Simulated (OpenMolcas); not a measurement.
# CH6BNO2 (SMILES COB(N)O): levels of theory compared

Wanted: a comparison of 6 runs (HF/6-31G*, B2PLYP/6-31G*, M06-2X/6-31G*, SVWN5/6-31G*, r2SCAN/6-31G*, B3LYP/6-31G*) of CH6BNO2. 

The calculation is run with OpenMolcas 26.06.

### 1 The system as given

The species is CH6BNO2 (11 atoms), meant as a singlet with charge 0. SMILES: `COB(N)O`. The shape is that of a PBE0-D4/def2-TZVP optimisation. This is one conformer, not always the lowest.

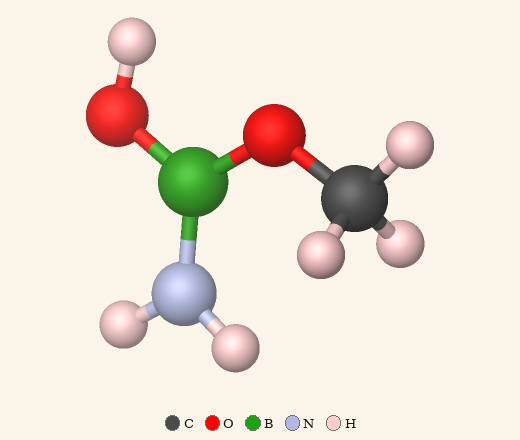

Viewed from a chosen angle; carbon dark grey, oxygen red, boron green, nitrogen light blue, hydrogen pink.

### 2 Energy and gradient at HF/6-31G(d) (spherical functions) (run 1)

Contents of mol.input:

```
>>> EXPORT MOLCAS_PRINT=2

&GATEWAY
  BasLib=$CurrDir
  Coord
  11
  bohr
  C      1.34831959     1.60929077     2.13482360
  O     -0.84414066     0.19369693     1.66012440
  B     -1.21698362    -0.95752423    -0.63948332
  N      0.52118647    -0.81617271    -2.65260856
  O     -3.40339675    -2.31132402    -0.97283101
  H      1.51423754     3.21593592     0.83733765
  H      1.23663678     2.34061478     4.05837583
  H      3.05549817     0.44597537     1.97967709
  H      2.16203566     0.12528884    -2.58306664
  H      0.17990193    -1.68355700    -4.30385125
  H     -4.42970701    -2.26975005     0.52043057
  Basis=6-31Gs
  Group=NoSym

&SEWARD

&SCF
  Thresholds=1e-10 1e-07 1e-07 1e-05
  PrOrbitals=1

&ALASKA
```

The basis set 6-31G* is read from a file made from the Basis Set Exchange's data (not shown).

Started as:

```sh
$ export MOLCAS_MEM=1860
$ pymolcas mol.input > mol.log
```

What it wrote:

```text
--- Start Module: gateway ---
[...]
--- Stop Module: gateway /rc=_RC_ALL_IS_WELL_ ---
[...]
      Basis functions           82
[...]
--- Start Module: scf ---
[...]
       Convergence after  13 Iterations
[...]
::    Total SCF energy                               -270.3544230775
[...]
      Total spin, S                                     0.0000000000
[...]
      Total electronic charge=   40.000000
      Total            charge=   -0.000000
[...]
      Dipole Moment (debye):
      Origin of the operator (angstrom)=   -0.3815   -0.2421   -0.0498
                   X=  1.8030E+00               Y=  1.0794E+00               Z=  1.8422E-01           Total=  2.1094E+00
      Quadrupole Moment (debye*angstrom):
[...]
 *              Molecular gradients               *
 **************************************************
  Irreducible representation: a
 ------------------------------------------------------------------------------------------
                              X                       Y                       Z
 ------------------------------------------------------------------------------------------
  C1               -1.27281430403503E-03   -1.79132819801531E-03   -2.47074534993397E-03
  O2               -6.14681916397419E-03   -1.24216343645278E-03    5.30321826141922E-03
  B3                5.46328724296935E-03    1.41955834839569E-03   -3.97306503192696E-03
  N4               -6.17575478120269E-03   -6.12089604995703E-04    6.88730497775047E-03
  O5                2.34114744990066E-03   -3.69024440992760E-03   -1.21642166061120E-02
  H6                1.00057547714782E-03    5.99365126438878E-03   -4.33261139424079E-03
  H7                1.40784678712480E-04    2.64677294967508E-03    6.19596591592630E-03
  H8                6.40944386557996E-03   -3.73831566131644E-03   -3.00561593689408E-04
[...]
```

Run time: 5.4 s. Hardware: 1 thread of Intel Xeon 6975P-C (Granite Rapids), shared host; peak memory 0.46 GiB.

### 3 A single-point energy at B2PLYP/6-31G(d) (spherical functions) (run 2)

Contents of job.inp:

```
>>> EXPORT MOLCAS_PRINT=2
&GATEWAY
BASLIB
$CurrDir
COORD
11
angstrom
C        0.713500       0.851600       1.129700
O       -0.446700       0.102500       0.878500
B       -0.644000      -0.506700      -0.338400
N        0.275800      -0.431900      -1.403700
O       -1.801000      -1.223100      -0.514800
H        0.801300       1.701800       0.443100
H        0.654400       1.238600       2.147600
H        1.616900       0.236000       1.047600
H        1.144100       0.066300      -1.366900
H        0.095200      -0.890900      -2.277500
H       -2.344100      -1.201100       0.275400
BASIS
6-31Gs
GROUP
NoSym
&SEWARD
GRIDINPUT
Grid=UltraFine
End of Grid
&SCF
KSDFT
B2PLYP_SCF
THRESHOLDS
1e-10 1e-07 1e-07 1e-05
PRORBITALS
1 1
&MBPT2
FROZEN
5
```

The basis set 6-31G* is read from a file made from the Basis Set Exchange's data (not shown).

Started as:

```sh
$ export MOLCAS_MEM=1860
$ pymolcas job.inp > job.log
```

What it wrote:

```text
--- Start Module: gateway ---
[...]
--- Stop Module: gateway /rc=_RC_ALL_IS_WELL_ ---
[...]
      Basis functions           82
[...]
--- Start Module: scf ---
[...]
       Convergence after  14 Iterations
[...]
::    Total KS-DFT energy                            -271.3769696642
[...]
      Total spin, S                                     0.0000000000
[...]
      Total electronic charge=   40.000000
      Total            charge=   -0.000000
[...]
      Dipole Moment (debye):
      Origin of the operator (angstrom)=   -0.3815   -0.2421   -0.0498
                   X=  1.6935E+00               Y=  9.9628E-01               Z=  1.3026E-01           Total=  1.9692E+00
      Quadrupole Moment (debye*angstrom):
[...]
--- Stop Module: scf /rc=_RC_ALL_IS_WELL_ ---
[...]
--- Start Module: mbpt2 ---
[...]
 ###    WARNING: MP2 implementation intended for RHF references only         ###
 ###############################################################################
MBPT2 WARNING: Reference function according to RunFile:KS-DFT
I'll assume you know what you're doing and continue
WARNING!
Default frozen orbitals as non valence orbitals is overwritten by user input.
Default values:   5
[...]
       Reference weight ( Cref**2 )         =        0.76143
::    Total MBPT2 energy                             -272.2430584869
[...]
      Total MBPT2 calculations                           0.24      0.26
--- Stop Module: mbpt2 /rc=_RC_ALL_IS_WELL_ ---
[...]
```

It took 19 s on 1 thread of Intel Xeon 6975P-C (Granite Rapids), shared host; peak memory 0.46 GiB.

Runs 3 to 4 aren't shown in full; the table further down has their settings and results.

### 4 Energy and gradient at r2SCAN/6-31G(d) (spherical functions) (run 5)

job.inp: that of step 3 with these lines changed.

```diff
@@ -1,6 +1,5 @@
->>> EXPORT MOLCAS_PRINT=2
-&GATEWAY
-BASLIB
+&gateway
+baslib
 $CurrDir
-COORD
+coord
 11
@@ -18,19 +17,19 @@
 H       -2.344100      -1.201100       0.275400
-BASIS
+basis
 6-31Gs
-GROUP
+group
 NoSym
-&SEWARD
-GRIDINPUT
+&seward
+gridinput
 Grid=UltraFine
 End of Grid
-&SCF
-KSDFT
-B2PLYP_SCF
-THRESHOLDS
+&scf
+ksdft
+2
+1.0 MGGA_X_R2SCAN
+1.0 MGGA_C_R2SCAN
+thresholds
 1e-10 1e-07 1e-07 1e-05
-PRORBITALS
-1 1
-&MBPT2
-FROZEN
-5
+prorbitals
+0
+&alaska
```

The basis set 6-31G* is read from a file made from the Basis Set Exchange's data (not shown).

Started as:

```sh
$ export MOLCAS_MEM=1860
$ pymolcas job.inp > job.log
```

What it wrote:

```text
--- Start Module: gateway ---
[...]
--- Stop Module: gateway /rc=_RC_ALL_IS_WELL_ ---
[...]
      Basis functions           82
[...]
--- Start Module: scf ---
[...]
       Convergence after  15 Iterations
[...]
::    Total KS-DFT energy                            -271.7353010114
[...]
      Total spin, S                                     0.0000000000
[...]
      Total electronic charge=   40.000000
      Total            charge=   -0.000000
[...]
      Dipole Moment (debye):
      Origin of the operator (angstrom)=   -0.3815   -0.2421   -0.0498
                   X=  1.5777E+00               Y=  9.1826E-01               Z=  9.7415E-02           Total=  1.8280E+00
      Quadrupole Moment (debye*angstrom):
[...]
 *              Molecular gradients               *
 **************************************************
  Irreducible representation: a
 ------------------------------------------------------------------------------------------
                              X                       Y                       Z
 ------------------------------------------------------------------------------------------
  C1               -1.52488492133429E-03   -8.15654385920794E-04    2.23499539417027E-04
  O2                5.07629367712426E-03    6.19468574617699E-04   -5.38418740670643E-03
  B3                7.37988619095686E-04    1.04024718615314E-04   -7.67699198438665E-04
  N4               -4.39927002640061E-04   -3.04691269835400E-04   -1.37706644013136E-04
  O5                2.05073269381018E-04    3.71686077505728E-03    8.77873930047102E-03
  H6               -6.23492458274866E-04   -2.39935534144475E-03    2.22988500832022E-03
  H7                2.49673293348213E-04   -1.01833090180614E-03   -2.83122339538888E-03
  H8               -2.88139703054258E-03    1.64420680341903E-03    5.76034275699244E-04
[...]
```

Wall time 38 s (1 thread of Intel Xeon 6975P-C (Granite Rapids), shared host); peak memory 0.45 GiB.

### 5 Energy and forces at B3LYP/6-31G(d) (Cartesian functions) (run 6)

Contents of run.inp:

```
* CH6BNO2 Kohn-Sham DFT

&GATEWAY
  BASLIB
  $CurrDir
  COORD
  11
  angstrom
  C        0.713500       0.851600       1.129700
  O       -0.446700       0.102500       0.878500
  B       -0.644000      -0.506700      -0.338400
  N        0.275800      -0.431900      -1.403700
  O       -1.801000      -1.223100      -0.514800
  H        0.801300       1.701800       0.443100
  H        0.654400       1.238600       2.147600
  H        1.616900       0.236000       1.047600
  H        1.144100       0.066300      -1.366900
  H        0.095200      -0.890900      -2.277500
  H       -2.344100      -1.201100       0.275400
  BASIS
  6-31Gs
  GROUP
  NoSym

&SEWARD
  GRIDINPUT
  Grid=UltraFine
  End of Grid

&SCF
  KSDFT
  B3LYP
  THRESHOLDS
  1e-10 1e-07 1e-07 1e-05
  PRORBITALS
  1 1

&ALASKA
```

The basis set 6-31G* is read from a file made from the Basis Set Exchange's data (not shown).

Started as:

```sh
$ export MOLCAS_MEM=1860
$ pymolcas run.inp > run.log
```

What it wrote:

```text
--- Start Module: gateway ---
[...]
--- Stop Module: gateway /rc=_RC_ALL_IS_WELL_ ---
[...]
      Basis functions           87
[...]
--- Start Module: scf ---
[...]
       Convergence after  15 Iterations
[...]
::    Total KS-DFT energy                            -271.8966202627
[...]
      Total spin, S                                     0.0000000000
[...]
      Total electronic charge=   40.000000
      Total            charge=   -0.000000
[...]
      Dipole Moment (debye):
      Origin of the operator (angstrom)=   -0.3815   -0.2421   -0.0498
                   X=  1.5946E+00               Y=  9.2350E-01               Z=  8.7206E-02           Total=  1.8448E+00
      Quadrupole Moment (debye*angstrom):
[...]
 *              Molecular gradients               *
 **************************************************
  Irreducible representation: a
 ------------------------------------------------------------------------------------------
                              X                       Y                       Z
 ------------------------------------------------------------------------------------------
  C1               -2.32535857133698E-03   -1.90887432422038E-03   -1.35464548170328E-03
  O2                4.17390804828699E-03    8.57306726456564E-04   -3.58162004462947E-03
  B3                1.54851442048937E-03    5.43378979575460E-04   -7.96580261437585E-04
  N4               -2.90688054155552E-04   -4.14421160277456E-05    3.00819309975608E-04
  O5                3.56095765848607E-04    3.61938691544950E-03    8.33655727313598E-03
  H6               -8.41652337219556E-04   -1.78031027495074E-03    1.28345255076634E-03
  H7               -1.58104252328789E-04   -1.04262883018125E-03   -2.33981229149860E-03
  H8               -2.24981648522871E-03    7.35665764767246E-04    2.59157747731081E-04
[...]
```

Wall time 33 s (1 thread of Intel Xeon 6975P-C (Granite Rapids), shared host); peak memory 0.47 GiB.

### 6 All runs side by side

```
run                                level      task  frozen core orbitals  energy (Eh)  dipole moment (D)  HOMO energy (eV)  LUMO energy (eV)  wall time
  1      HF/6-31G* (spherical functions)  gradient                     –  -270.354423               2.11            -10.99              6.02      5.4 s
  2  B2PLYP/6-31G* (spherical functions)    energy                     5  -271.610814               1.97             -8.53              3.72       19 s
  3  M06-2X/6-31G* (spherical functions)  gradient                     –  -271.779246               1.91             -8.62              3.36       40 s
  4   SVWN5/6-31G* (spherical functions)  gradient                     –  -269.693631               1.80             -5.63              1.34       19 s
  5  r2SCAN/6-31G* (spherical functions)  gradient                     –  -271.735301               1.83             -5.92              2.18       38 s
  6   B3LYP/6-31G* (Cartesian functions)  gradient                     –  -271.896620               1.84             -6.79              2.12       33 s
```

### 7 Outcome

```
                       quantity          value
            run 6: total energy  -271.89662 Eh
           run 6: dipole moment         1.84 D
             run 6: HOMO energy       -6.79 eV
             run 6: LUMO energy        2.12 eV
           run 6: HOMO–LUMO gap        8.92 eV
run 6: largest force on an atom     0.468 eV/Å
```

**Reading.** The dipole moment (its size) runs from 1.80 D (SVWN5/6-31G*) to 2.11 D (HF/6-31G*). The HOMO–LUMO gap runs from 6.97 eV (SVWN5/6-31G*) to 17.01 eV (HF/6-31G*). Exact exchange widens orbital gaps. For B2PLYP the log adds the whole second-order term; the table takes 0.27 of it, as the functional is defined. Totals of different functionals can't be ranked against each other. All runs together took 2.6 min, the longest 40 s.
